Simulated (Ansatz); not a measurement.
Br···GeH4 (SMILES [Br-].[GeH4]) (charge −1)

Input

```
crystal:
  periodic: [false, false, false]
  atoms:
    - {symbol: Br, position_ang: [-0.067549, 0.189802, -3.459776]}
    - {symbol: Ge, position_ang: [0.012166, -0.034285, 0.639875]}
    - {symbol: H, position_ang: [-1.249072, 0.558877, 1.312305]}
    - {symbol: H, position_ang: [1.214891, 0.713755, 1.263027]}
    - {symbol: H, position_ang: [-0.024219, 0.065614, -0.899098]}
    - {symbol: H, position_ang: [0.113783, -1.493664, 1.143567]}
basis:
  gaussian: {orbitals: "def2-TZVPPD.json"}
total_charge: -1
hamiltonian: {xc: pbe0, dispersion: d4}
output: {orbitals: {seedname: orbitals}}
```

Launched as:

```sh
ansatz run in.yaml --threads 4 --pin off --events-out ev --progress --plain --max-ram 9574MiB
```

Geometry: PBE0-D4/def2-TZVPD.

Level of theory: RKS PBE0-D4/def2-TZVPPD in Ansatz.

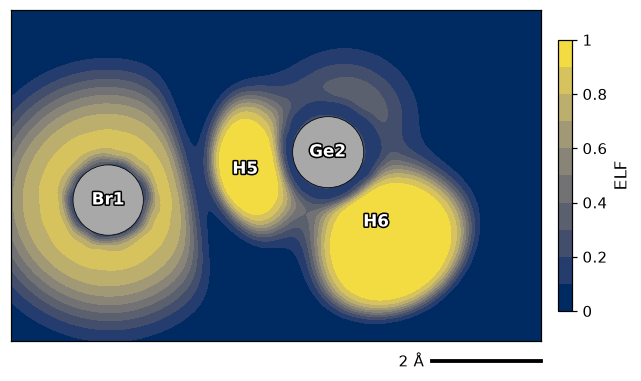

Figure 1. ELF on the plane of atoms H5, Ge2 and H6. Grey discs cover the atomic cores.

> Read the bonding off the picture.

- Atoms in the plane: Br, Ge and H.
- Br1···H5 (2.56 Å): the ELF dips to about 0.15 between them.
- Ge–H (1.54 Å): the ELF climbs to about 1 towards the hydrogen.

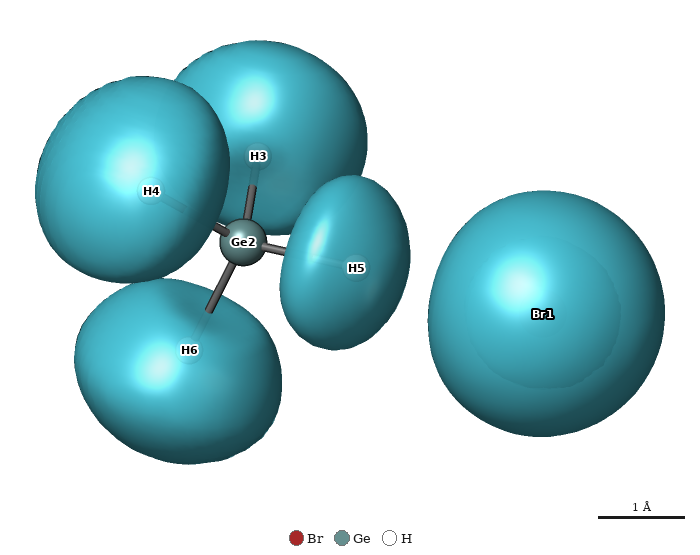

Figure 2. Isosurface of the electron localisation function at 0.75 (cyan), seen at an oblique angle. Core shells and regions of very low density are left out.

> Identify the bonds, lone pairs and shells in this picture.

The ELF exceeds this value in four regions around hydrogen nuclei and one region wrapped around Br (its valence shell).

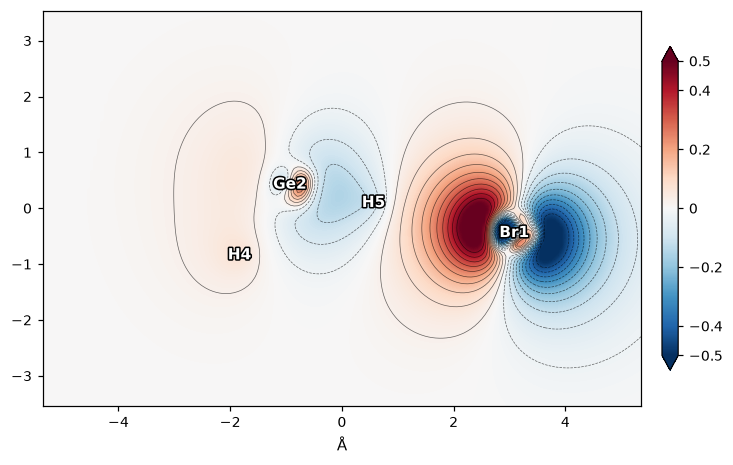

Figure 3. The HOMO on the plane of atoms H4, Ge2 and H5 (values in Å⁻³ᐟ²; the overall sign is arbitrary).

> Describe this orbital and give its energy.

It lies mainly on Br1 (about 90 %); largely a lone pair of Br1. Its energy is −1.45 eV.
